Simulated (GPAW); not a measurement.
# A 5-layer slab of Cr(111) in an electric field, part 2 of 2

How does a 5-layer slab of Cr(111) screen a perpendicular field?

GPAW 26.7.0; GPAW, PAW setups; slab in vacuum.

So far. Step 5 (In a field): The dipole is now -0.0565 e Å, against -0.0081 in the run without a field.

## (6) In a field

Input file run.py:

```python
import json
import numpy as np
from ase import Atoms
from gpaw import GPAW, PW
from gpaw.external import ConstantElectricField

slab = Atoms(
    ['Cr', 'Cr', 'Cr', 'Cr', 'Cr'],
    positions=[
        [4.07294, 2.35151, 9.00000],
        [0.00000, 0.00000, 9.83138],
        [2.03647, 1.17576, 10.45158],
        [4.07294, 2.35151, 11.10419],
        [-0.00000, 0.00000, 11.85534]],
    cell=[[4.07294, 0.0, 0.0], [2.03647, 3.52727, 0.0], [0.0, 0.0, 21.32554]],
    pbc=[True, True, False])

slab.calc = GPAW(mode=PW(400), xc='PBE', kpts={'size': (9, 9, 1), 'gamma': True},
                 occupations={'name': 'fermi-dirac', 'width': 0.1}, nbands='140%',
                 convergence={'density': 1e-05}, maxiter=200,
                 poissonsolver={'dipolelayer': 'xy'},
                 external=ConstantElectricField(-0.05, [0, 0, 1]),
                 symmetry={'tolerance': 1e-3}, txt='slab.txt')
result = {}
energy = slab.get_potential_energy()
fermi = slab.calc.get_fermi_level()
v = slab.calc.get_electrostatic_potential().mean((0, 1)) - fermi
n = slab.calc.get_pseudo_density().mean((0, 1))
L = slab.cell[2, 2]
z = np.arange(len(v)) * L / len(v)
low, high = slab.positions[:, 2].min(), slab.positions[:, 2].max()
below, above = np.interp([low - 6.8, high + 6.8], z, v)
slopes = [np.interp(x, z, np.gradient(v, z)) for x in (low - 6.8, high + 6.8)]
eps = np.array([[slab.calc.get_eigenvalues(k, s) for k in range(len(slab.calc.get_ibz_k_points()))]
                for s in range(slab.calc.get_number_of_spins())]) - fermi
top, bottom = eps[eps < 0].max(), eps[eps > 0].min()
dipole = slab.get_dipole_moment()[2]
print(f'energy {energy:.4f} eV, Fermi level {fermi:.4f} eV, dipole {dipole:.5f} e A')
print(f'potential 6.8 A off the faces, from the Fermi level: lower {below:.4f} eV, upper {above:.4f} eV')
print(f'slope of the potential there: lower {slopes[0]:.5f}, upper {slopes[1]:.5f} eV/A')
print(f'nearest levels on the mesh: {top:.4f} and {bottom:.4f} eV')
print('magnetic moment', round(slab.get_magnetic_moment(), 3))
result.update(energy=energy, fermi=fermi, dipole=dipole, below=below, above=above, slopes=slopes, edges=[top, bottom],
              z=z.tolist(), v=v.tolist(), n=n.tolist(), positions=slab.positions.tolist(),
              forces=slab.get_forces(apply_constraint=False).tolist(), moments=slab.get_magnetic_moments().tolist())
json.dump(result, open('result.json', 'w'))
```

Started as:

```console
$ OMP_NUM_THREADS=1 OPENBLAS_NUM_THREADS=1 python run.py
```

The program printed:

```text
energy -40.9381 eV, Fermi level -0.8734 eV, dipole -0.03259 e A
potential 6.8 A off the faces, from the Fermi level: lower 3.6079 eV, upper 4.0183 eV
slope of the potential there: lower -0.00015, upper 0.00020 eV/A
nearest levels on the mesh: -0.0256 and 0.0222 eV
magnetic moment 0.0
```

Run time: 2.7 min. Hardware: 1 thread of Intel Xeon Platinum 8375C at 2.90GHz (Ice Lake), shared host; peak memory 0.34 GiB.

Electrostatic potential energy of an electron (without an applied field's), less the Fermi level, planar mean against z:

```csv
z (Å),"electrostatic potential energy of an electron (without an applied field's), less the Fermi level, planar mean (eV)"
0,3.81
2,3.61
4,3.61
6,3.59
8,1.62
10,-14.0
12,-8.12
14,3.86
16,4.02
18,4.02
20,4.02
```

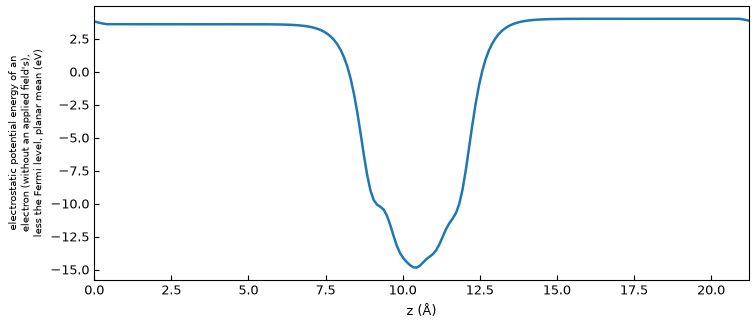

Electrostatic potential energy of an electron (without an applied field's), less the Fermi level, planar mean against z.

## (7) Field on

run.py: that of step 6 with these lines changed.

```diff
@@ -21,3 +21,3 @@
                  poissonsolver={'dipolelayer': 'xy'},
-                 external=ConstantElectricField(-0.05, [0, 0, 1]),
+                 external=ConstantElectricField(0.05, [0, 0, 1]),
                  symmetry={'tolerance': 1e-3}, txt='slab.txt')
```

The program printed:

```text
energy -40.9373 eV, Fermi level -0.8917 eV, dipole 0.01530 e A
potential 6.8 A off the faces, from the Fermi level: lower 3.9350 eV, upper 3.7423 eV
slope of the potential there: lower -0.00015, upper 0.00019 eV/A
nearest levels on the mesh: -0.0253 and 0.0216 eV
magnetic moment 0.0
```

Run time: 2.7 min. Hardware: 1 thread; peak memory 0.34 GiB.

## (8) Field on

run.py: that of step 7 with these lines changed.

```diff
@@ -21,3 +21,3 @@
                  poissonsolver={'dipolelayer': 'xy'},
-                 external=ConstantElectricField(0.05, [0, 0, 1]),
+                 external=ConstantElectricField(0.1, [0, 0, 1]),
                  symmetry={'tolerance': 1e-3}, txt='slab.txt')
```

The program printed:

```text
energy -40.9387 eV, Fermi level -0.9018 eV, dipole 0.03927 e A
potential 6.8 A off the faces, from the Fermi level: lower 4.1001 eV, upper 3.6054 eV
slope of the potential there: lower -0.00016, upper 0.00019 eV/A
nearest levels on the mesh: -0.0252 and 0.0214 eV
magnetic moment 0.0
```

Wall time 2.6 min (1 thread); peak memory 0.35 GiB.

Electrostatic potential energy of an electron (without an applied field's), less the Fermi level, planar mean against z:

```
z (Å)  electrostatic potential energy of an electron (without an applied field's), less the Fermi level, planar mean (eV)
    0                                                                                                                3.85
    2                                                                                                                4.10
    4                                                                                                                4.10
    6                                                                                                                4.08
    8                                                                                                                2.01
   10                                                                                                               -14.0
   12                                                                                                               -8.33
   14                                                                                                                3.47
   16                                                                                                                3.60
   18                                                                                                                3.61
   20                                                                                                                3.61
```

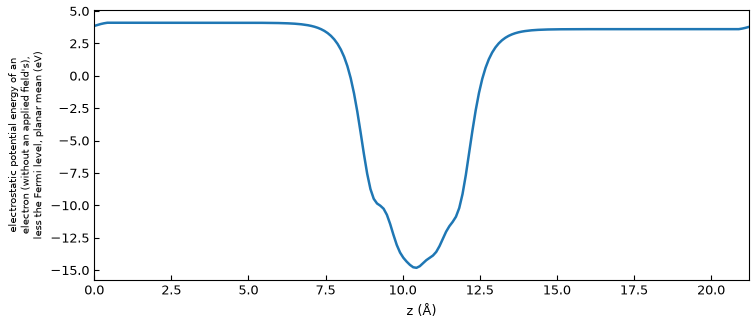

Electrostatic potential energy of an electron (without an applied field's), less the Fermi level, planar mean against z.

The dipole is now 0.0393 e Å, against -0.0081 in the run without a field.

## (9) In a field

run.py: that of step 8 with these lines changed.

```diff
@@ -21,3 +21,3 @@
                  poissonsolver={'dipolelayer': 'xy'},
-                 external=ConstantElectricField(0.1, [0, 0, 1]),
+                 external=ConstantElectricField(0.2, [0, 0, 1]),
                  symmetry={'tolerance': 1e-3}, txt='slab.txt')
```

The program printed:

```text
energy -40.9450 eV, Fermi level -0.9240 eV, dipole 0.08727 e A
potential 6.8 A off the faces, from the Fermi level: lower 4.4335 eV, upper 3.3342 eV
slope of the potential there: lower -0.00017, upper 0.00018 eV/A
nearest levels on the mesh: -0.0250 and 0.0209 eV
magnetic moment 0.0
```

Wall time 2.7 min (1 thread); peak memory 0.34 GiB.

The dipole is now 0.0873 e Å, against -0.0081 in the run without a field.

## (10) Field on

run.py: that of step 9 with these lines changed.

```diff
@@ -21,3 +21,3 @@
                  poissonsolver={'dipolelayer': 'xy'},
-                 external=ConstantElectricField(0.2, [0, 0, 1]),
+                 external=ConstantElectricField(0.3, [0, 0, 1]),
                  symmetry={'tolerance': 1e-3}, txt='slab.txt')
```

The program printed:

```text
energy -40.9562 eV, Fermi level -0.9487 eV, dipole 0.13545 e A
potential 6.8 A off the faces, from the Fermi level: lower 4.7719 eV, upper 3.0657 eV
slope of the potential there: lower -0.00019, upper 0.00018 eV/A
nearest levels on the mesh: -0.0248 and 0.0204 eV
magnetic moment 0.0
```

The job ended after 2.7 min (1 thread; peak memory 0.34 GiB).

The dipole is now 0.135 e Å, against -0.0081 in the run without a field.

## (11) The series

The members are put on one axis.

This step: induced dipole against applied field (GPAW 26.7.0).

Dipole along the normal against field:

| field (V/Å) | dipole along the normal (e·Å) |
| --- | --- |
| -0.200 | -0.104 |
| -0.100 | -0.0565 |
| -0.050 | -0.0326 |
| 0.000 | -0.00808 |
| 0.050 | 0.0153 |
| 0.100 | 0.0393 |
| 0.200 | 0.0873 |
| 0.300 | 0.135 |

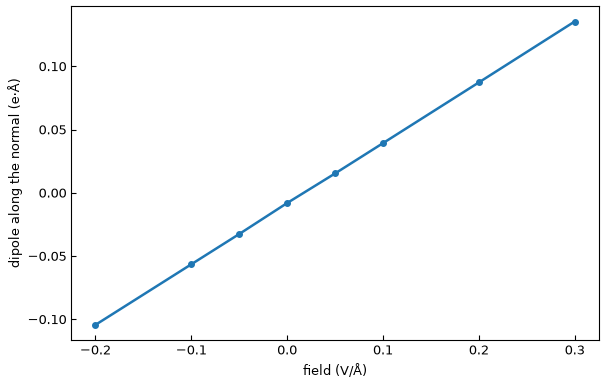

Dipole along the normal against field.

## (12) Outcome

- work function, upper and lower face: 3.880 and 3.771 eV
- dipole along the normal: -0.00808 e Å
- induced dipole per field: 0.480 e Å per V/Å
- out-of-plane polarisability per area, α/(ε0 A): 6.04 Å

What this shows: The field induces 0.480 e Å per V/Å, a polarisable thickness α/(ε0 A) of 6.04 Å beside 2.86 Å between the outermost nuclei. A perfect conductor would give the distance between its two image planes; a dielectric of thickness t gives t(1 - 1/ε). The two faces differ by 0.11 eV, the step that the slab's dipole makes (e p/(ε0 A) gives 0.10 eV), so the dipole layer is needed. The lowest atoms were held at bulk positions, which alone makes the faces unlike. The measured value for polycrystalline Cr, which weights the faces of low work function, is 4.5 eV (as compiled in "Anisotropic work function of elemental crystals", 2019, arxiv:1902.07811); the relaxed upper face lies 0.62 eV under it with PBE. Measured work functions scatter by a tenth of an eV or more between methods. The induced dipole is linear in the field over this range. The runs had no spin polarisation, so a magnetic state, which thin layers of d-metal atoms can have, wasn't tested. The slab is only 2.9 Å thick between its outer nuclei, so the values belong to this film more than to the surface of the bulk metal. The in-plane lattice was kept as typed, which isn't the functional's own and leaves some strain; spin-orbit coupling and temperature are left out.

[Logs are printed without paths, hosts, clocks, repeated set-up lines and the standing remarks that a program may print on its own settings, such as how far it seeks lower states.]

[Hosts, paths, dates, database ids (printed as entryN), source tags and the programs' standing remarks are cut or masked in the printed files.]
